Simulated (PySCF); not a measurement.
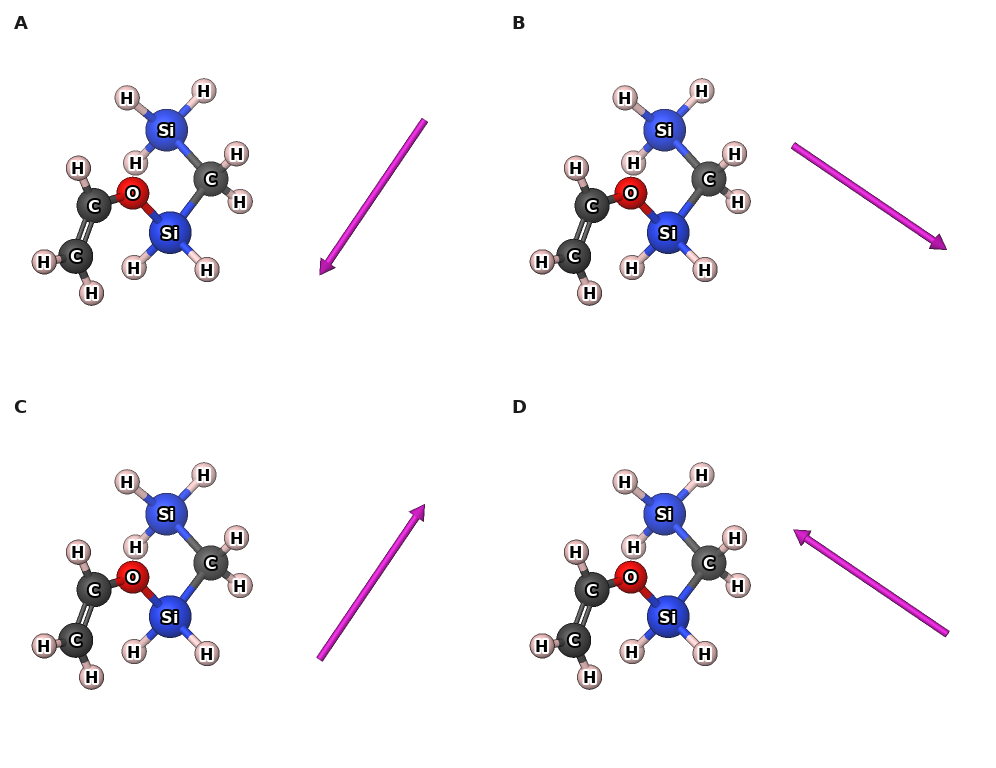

The same molecule four times, each with an arrow. The geometry was computed by an optimisation with GFN2-xTB. No frequency run is at hand to confirm it as a minimum. Properties computed with PBE0/pcSseg-1, gas phase (PySCF 2.14.0).

### Which arrow points along the dipole moment, from the negative to the positive end?

B. The dipole moment is 0.66 D.

The geometry is semi-empirical. Around Si such bond lengths and angles can be off by a tenth of an ångström or more and by several degrees, and values that hang on the shape move with them.
